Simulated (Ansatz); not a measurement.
# BHN2 (charge +1, doublet): what the fields show

Input

```
crystal:
  periodic: [false, false, false]
  atoms:
    - {symbol: B, position_ang: [0.000000, 0.000000, -0.667447]}
    - {symbol: N, position_ang: [0.000000, 0.000000, 0.685754]}
    - {symbol: "N", position_ang: [0.000000, 0.000000, 1.821803]}
    - {symbol: H, position_ang: [0.000000, 0.000000, -1.840111]}
basis:
  gaussian:
    orbitals: def2-TZVPD
total_charge: 1
magnetization:
  spin_polarized: true
  initial_magnetization: 1
hamiltonian:
  xc: {name: PBE0}
output: {forces: true, orbitals: {seedname: orbitals}}
```

Launched as:

```sh
ansatz run input.yaml --threads 2 --pin off --max-ram 4350MiB --events-out events.jsonl --progress --plain --runs-dir runs
```

Geometry: PBE0-D4/def2-TZVP.

The calculation used isolated molecule in a Gaussian basis; Kohn-Sham density functional theory, functional PBE0 (Ansatz).

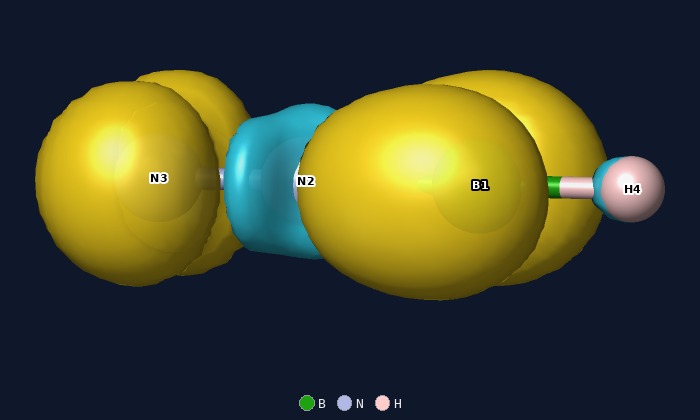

Figure 1. Isosurfaces of the spin density (α minus β) at +0.04 (yellow) and −0.04 e/Å³ (cyan), seen from one side.

Question: Which atoms carry the spin?

Answer: The unpaired spin (1 electron) lies mostly on N3 (about 0.5), B1 (about 0.4) and N2 (about 0.1), in electrons by Hirshfeld's partition.

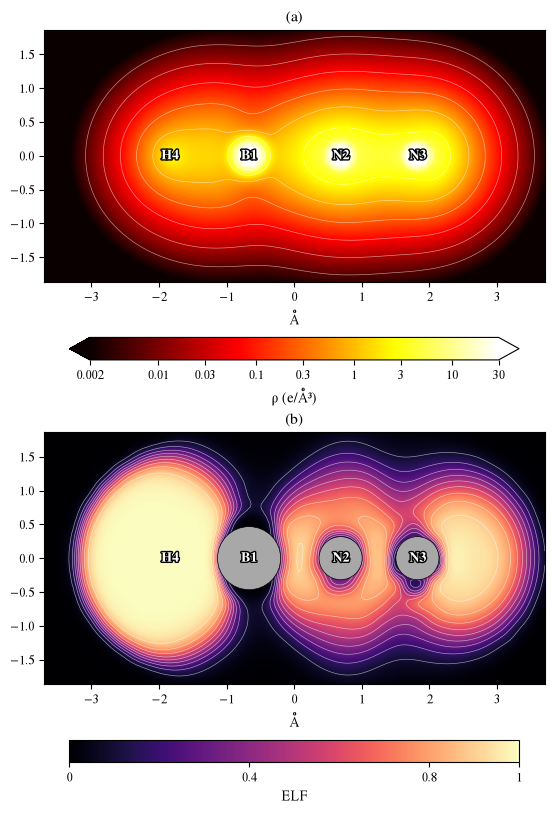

Figure 2. (a) electron density; (b) electron localisation function on a plane that holds the molecular axis. Grey discs cover the atomic cores in the ELF map.

Question: Interpret the plot.

Answer:
- The section cuts through B, N and H sites.
- N–N (1.14 Å): ρ is about 4.2 e/Å³ halfway; the ELF peaks at about 0.85 between the atoms; a multiple bond.
- B–N (1.35 Å): ρ at the midpoint is about 2.1 e/Å³; the ELF peaks at about 0.90 between the atoms; a short, strongly polar bond.
- B–H (1.17 Å): ρ is about 1.5 e/Å³ halfway; the ELF climbs to about 1 towards the hydrogen, as it does in any bond to H (a covalent bond by its length).
- The ELF also peaks beside N3, away from the bonds: non-bonding electrons, paired or unpaired.

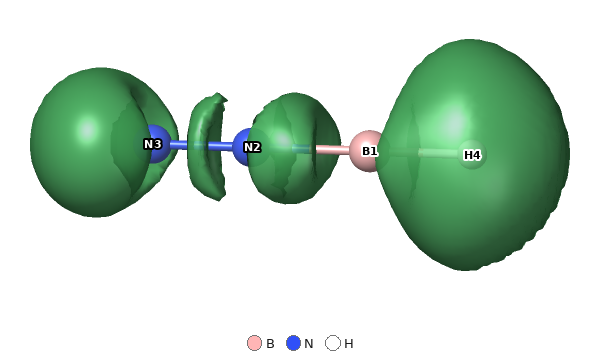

Figure 3. Isosurface of the electron localisation function at 0.8 (green), seen from one side. Only the valence region is drawn (cores and ρ < 0.01 e/Å³ removed).

Question: Where are the electrons localised?

Answer: The surface consists of one region between bonded B–N atoms (shared pairs), one region between bonded N–N atoms (shared pairs), one region around a hydrogen nucleus and one lobe on N, pointing away from the bonds (non-bonding electrons).

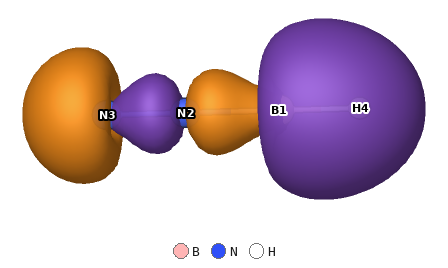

Figure 4. The HOMO−1 (α) at ±0.1 Å⁻³ᐟ² (orange and purple are the two phases), seen from one side.

Question: What is the character of this orbital?

Answer: Its weight (Hirshfeld) is mainly on B1 (about 40 %), H4 (about 30 %), N3 (about 20 %) and N2 (about 5 %); it is of σ type. Its energy is −20.51 eV.
